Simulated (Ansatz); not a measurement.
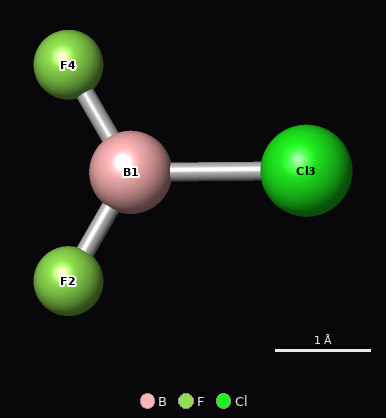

*The starting structure (ball-and-stick view, seen on its broad side; atoms are numbered from 1 in the order of the input).*

Bond lengths as drawn: B–Cl 1.86 Å and B–F 1.32 Å.

# Geometry relaxation of BClF2

The run: geometry relaxation of BClF2. Method and program: RKS PBE0-D4/6-31G (Ansatz 0.2.0).

It belongs to a series of runs on one base structure; here: start relaxed. Figures and captions count atoms from 1; the log counts them from 0 in places.

Log
```
The last accepted step is kept in [file] (removed where the run ends without a failure and the disk answers)
Engine: ansatz 0.2.0, aarch64-unknown-linux-gnu
Functional definition: PBE0
  parameter a = 0.25
  parameter kappa = 0.804
  parameter beta = 0.06672455060314922
  exchange = (1 - a)*pbe_x(kappa = kappa, mu = beta*pi^2/3) + a*exact_x
  correlation = pbe_c(beta = beta)
461 factors; integrals over basis functions are off by at most 8.9e-5 eV
mean field evaluation 1: about -18621.9068 eV, gradient 3.3e1 eV
mean field evaluation 2: about -18620.0683 eV, gradient 4.9e1 eV
mean field evaluation 4: about -18623.9406 eV, gradient 8.2e-1 eV
mean field evaluation 8: about -18623.9427 eV, gradient 2.0e-3 eV
mean field -18623.94273226 eV, -684.4172716489 hartree, gradient 9.7e-6 eV, S^2 0.000000; 0 other end points of the search recorded, 0 dependent functions left out
the calculation of the forces begins
reference -18623.94274644 eV, -684.4172721699 hartree; 20, 20 occupied and 20, 20 virtual orbitals, 461 factors
relax step   1: F+E_penalty+E_count = -18623.99581562 eV  Δ(F+E_penalty+E_count) = +0.000e0 eV  max|allowed force component| = 2.162e0 eV/Å  Δτ_max = 0.0000 Å  (23 SCF iters, accepted)
these checks for a lower state are left out or cut short: starts, cluster_reference, orbital_swaps, neighbouring_geometries, increment
461 factors; integrals over basis functions are off by at most 9.3e-5 eV
mean field evaluation 16: about -18624.0201 eV, gradient 1.2e-2 eV
mean field -18624.01949468 eV, -684.4200926156 hartree, gradient 6.3e-5 eV, S^2 0.000000; 0 other end points of the search recorded, 0 dependent functions left out
the calculation of the forces begins
reference -18624.01950873 eV, -684.4200931320 hartree; 20, 20 occupied and 20, 20 virtual orbitals, 461 factors
relax step   2: F+E_penalty+E_count = -18624.07267507 eV  Δ(F+E_penalty+E_count) = -7.686e-2 eV  max|allowed force component| = 1.246e0 eV/Å  Δτ_max = 0.0313 Å  (23 SCF iters, accepted)
these checks for a lower state are left out or cut short: starts, cluster_reference, orbital_swaps, neighbouring_geometries, increment
461 factors; integrals over basis functions are off by at most 9.5e-5 eV
mean field -18624.03097496 eV, -684.4205145081 hartree, gradient 5.9e-5 eV, S^2 0.000000; 0 other end points of the search recorded, 0 dependent functions left out
the calculation of the forces begins
reference -18624.03098889 eV, -684.4205150199 hartree; 20, 20 occupied and 20, 20 virtual orbitals, 461 factors
relax step   3: F+E_penalty+E_count = -18624.08412924 eV  Δ(F+E_penalty+E_count) = -1.145e-2 eV  max|allowed force component| = 6.008e-1 eV/Å  Δτ_max = 0.0461 Å  (23 SCF iters, accepted)
these checks for a lower state are left out or cut short: starts, cluster_reference, orbital_swaps, neighbouring_geometries, increment
461 factors; integrals over basis functions are off by at most 9.5e-5 eV
mean field evaluation 32: about -18624.0485 eV, gradient 6.4e-5 eV
mean field -18624.04845808 eV, -684.4211570011 hartree, gradient 6.4e-5 eV, S^2 0.000000; 0 other end points of the search recorded, 0 dependent functions left out
the calculation of the forces begins
reference -18624.04847201 eV, -684.4211575131 hartree; 20, 20 occupied and 20, 20 virtual orbitals, 461 factors
relax step   4: F+E_penalty+E_count = -18624.10171137 eV  Δ(F+E_penalty+E_count) = -1.758e-2 eV  max|allowed force component| = 4.921e-3 eV/Å  Δτ_max = 0.0278 Å  (22 SCF iters, accepted)
```

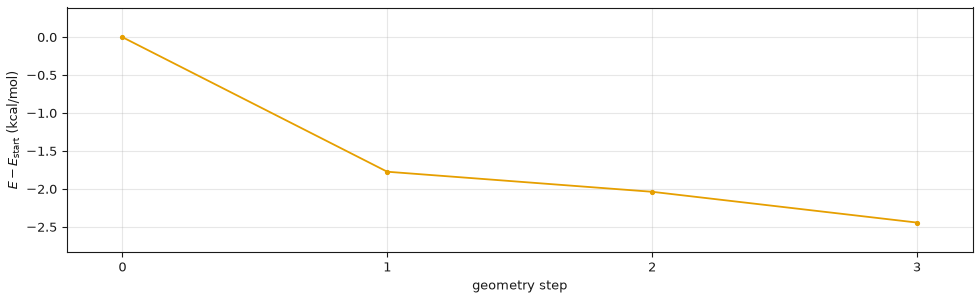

*Progress of the relaxation, step by step (the first geometry is step 0 here and step 1 in the log).*

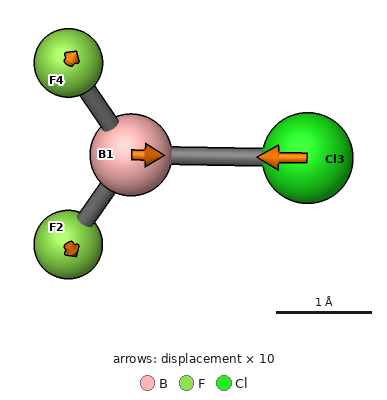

*The starting structure with the displacements as orange arrows, magnified 10 times (ball-and-stick view, seen at a tilt). The two geometries are laid on each other by the best rigid fit.*

The energy falls by 2.44 kcal/mol in 3 geometry steps. Largest force component: 2.2 eV/Å at the start, 0.0049 eV/Å at the end. The largest move after the best rigid fit is that of Cl3, 0.055 Å. Largest moves by element: Cl 0.055 Å, B 0.036 Å, F 0.018 Å. Among the contacts that change: B1–Cl3 1.860 → 1.769 Å, B1–F2 1.320 → 1.348 Å. (Atoms are counted from 1 in the order of the input.)

```
461 factors; integrals over basis functions are off by at most 9.5e-5 eV
mean field -18624.04845808 eV, -684.4211570011 hartree, gradient 6.4e-5 eV, S^2 0.000000; 1 other end points of the search recorded, 0 dependent functions left out
the calculation of the forces begins
reference -18624.04847201 eV, -684.4211575131 hartree; 20, 20 occupied and 20, 20 virtual orbitals, 461 factors
Total energy: -18624.10172530 eV, -684.4231145354 hartree
Atom 0 at     0.031601     0.000000    -0.018238 Å, force     0.002720    -0.000000    -0.001559 eV/Å
Atom 1 at     0.015911    -0.000000     1.329253 Å, force    -0.002631     0.000000    -0.004921 eV/Å
Atom 2 at     1.563386    -0.000000    -0.902609 Å, force    -0.003001     0.000000     0.001745 eV/Å
Atom 3 at    -1.143199    -0.000000    -0.678406 Å, force     0.002911     0.000000     0.004735 eV/Å
Dipole moment:     0.014104     0.000000    -0.008143 e Å
```

Trajectory as extended XYZ (Å, eV, eV/Å), 4 frames, from step=1 to step=4
```
4
Properties=species:S:1:pos:R:3:forces:R:3 step=1 energy=-18623.99582
B     0.0000    0.0000    0.0000    2.1622   0.0000  -1.2464
F     0.0000    0.0000    1.3200    0.1052   0.0000   1.0913
Cl    1.6108    0.0000   -0.9300   -1.3731   0.0000   0.7929
F    -1.1431    0.0000   -0.6600   -0.8944   0.0000  -0.6378
4
Properties=species:S:1:pos:R:3:forces:R:3 step=2 energy=-18624.07267
B     0.0113    0.0000   -0.0065    1.2461   0.0000  -0.7186
F     0.0147    0.0000    1.3271   -0.0406   0.0000   0.4928
Cl    1.5837    0.0000   -0.9143   -0.7576   0.0000   0.4374
F    -1.1420    0.0000   -0.6763   -0.4479   0.0000  -0.2116
4
Properties=species:S:1:pos:R:3:forces:R:3 step=3 energy=-18624.08413
B     0.0512    0.0000   -0.0295   -0.6008   0.0000   0.3465
F    -0.0111    0.0000    1.3224    0.3777   0.0000  -0.1038
Cl    1.5784    0.0000   -0.9113   -0.0558   0.0000   0.0322
F    -1.1508    0.0000   -0.6516    0.2790   0.0000  -0.2750
4
Properties=species:S:1:pos:R:3:forces:R:3 step=4 energy=-18624.10171
B     0.0316    0.0000   -0.0182    0.0027   0.0000  -0.0016
F     0.0159    0.0000    1.3293   -0.0026   0.0000  -0.0049
Cl    1.5634    0.0000   -0.9026   -0.0030   0.0000   0.0017
F    -1.1432    0.0000   -0.6784    0.0029   0.0000   0.0047
```

This output came from the following input.

Input
```yaml
crystal:
  periodic: [false, false, false]
  atoms:
    - { symbol: B, position_ang: [0.0, 0.0, 0.0] }
    - { symbol: F, position_ang: [0.0, 0.0, 1.32] }
    - { symbol: Cl, position_ang: [1.6108, 0.0, -0.93] }
    - { symbol: F, position_ang: [-1.1431, 0.0, -0.66] }
basis:
  gaussian: { orbitals: "6-31G" }
hamiltonian:
  xc: pbe0
  dispersion: d4
relax:
  f_tol: 0.02
  max_steps: 40
```

Command:
```bash
ansatz run input.yaml --threads 1 --pin off --max-ram 2048MiB --backend cpu --events-out ev --progress --plain --runs-dir out
```

Results in brief

```tsv
quantity	value
outcome	converged
total energy	−18624.1017 eV
mean-field energy	−18624.0485 eV
largest force (length of the vector) at the end	0.006 eV/Å
hardware	1 thread of Arm Neoverse V1, 24 GiB of memory available, shared host
wall time	5.3 s
peak memory	0.1 GiB
```
